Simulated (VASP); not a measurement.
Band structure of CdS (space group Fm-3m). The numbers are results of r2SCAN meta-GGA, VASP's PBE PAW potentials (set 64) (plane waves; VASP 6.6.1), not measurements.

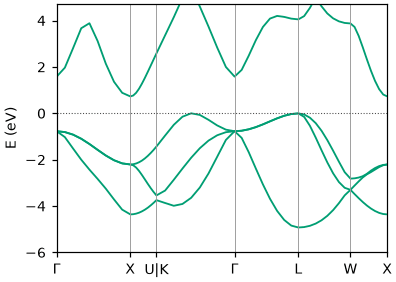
Figure: Bands along high-symmetry lines, zero at the valence-band maximum or, without a gap, the Fermi level

Q: Read the plot: is there a gap, and where are the band edges?

A: The gap is indirect, 0.73 eV, from the valence maximum at K-Γ at 0.44 to the conduction minimum at X.

The structure comes from a computed database's CdS entry (Fm-3m); how it stands against other phases isn't given here. It was relaxed first.
